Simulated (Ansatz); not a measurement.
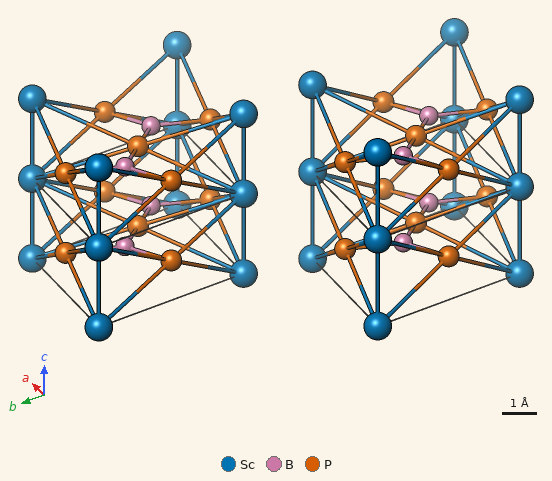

Two geometries of crystalline ScB2P3 (a generated structure, set up in P6/mmm), drawn at one scale. One is the start of a relaxation, the other its converged end. The picture is a ball-and-stick view of the cell of the calculation, repeated 1 × 1 × 2 with one cell outlined, seen from a free direction.

The calculation used DFT PBE, scalar-relativistic, plane waves, PAW in Ansatz 0.2.0. Settings: plane-wave cutoff 420 eV; k-point mesh 6 × 6 × 14; occupations gaussian; smearing width 0.1 eV; no spin polarisation; cell and atoms relaxed; force threshold 0.01 eV/Å; at most 80 steps.

Question: Which of the two is the end point?

Answer: The left one is the relaxed one. After 5 accepted moves (7 points after the start) the energy has fallen by 17.0 meV per atom. All forces vanish by symmetry, so only the cell relaxes. The pressure goes from −0.16 to 0.02 GPa. The line search rejected the trial step at point 3 of the run. The SCF was repeated once at an unchanged geometry on a basis and grid sized afresh for the cell, which shifted the energy by less than 0.05 meV per atom at most. The atoms keep their places relative to the cell (all moves are under 0.005 Å). The volume changes by −4.4 %, with a = b 6.391 → 6.520 Å (+2.0 %), c 2.782 → 2.555 Å (−8.2 %). Some distances before and after: Sc–Sc 2.782 → 2.555 Å, B–P 1.845 → 1.882 Å, P–Sc 3.485 → 3.501 Å. The space group stays P6/mmm (No. 191).
